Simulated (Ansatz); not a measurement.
Reaction (SMILES): F[C]F (closed-shell singlet) + 3 [H][H] (H2) → C (CH4) + 2 F (HF)
B3LYP-D3(BJ)/def2-TZVP geometries, fixed; electronic energies without zero-point terms.

Basis-set convergence of the energy of full hydrogenation at PBE0 with Ansatz (a first-principles code). Cartesian d functions, on some or all atoms, in 6-31+G*; all else is spherical. The program fits the integrals of some runs and decomposes those of others, by size. No added dispersion term, no relativity. Functions are those of the species that has most. Reference: the value in aug-pcseg-3, -119.95 kcal/mol, itself unsure by roughly 0.04 kcal/mol (its mean distance from aug-cc-pVQZ, def2-QZVPPD, pcseg-3). Deviations are taken from unrounded values.

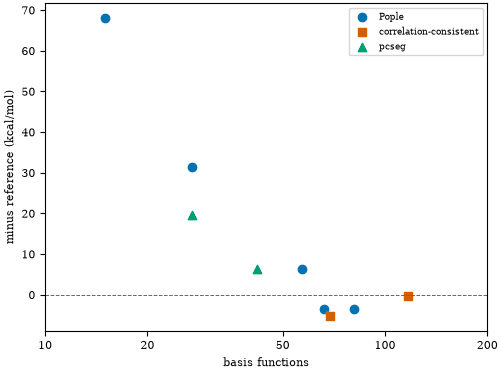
*Deviation from the reference against the number of basis functions, by family of sets.*

```
basis            functions  energy of full hydrogenation (kcal/mol)  minus reference (kcal/mol)
---------------  ---------  ---------------------------------------  --------------------------
STO-3G                  15                                   -51.96                       67.98
3-21G                   27                                   -88.57                       31.38
pcseg-0                 27                                  -100.41                       19.54
pcseg-1                 42                                  -113.58                        6.36
6-31+G*                 57                                  -113.64                        6.30
6-311+G**               66                                  -123.32                       -3.37
aug-cc-pVDZ             69                                  -125.13                       -5.19
6-311++G(2d,2p)         81                                  -123.39                       -3.45
jun-cc-pV(T+d)Z        117                                  -120.24                       -0.30
```
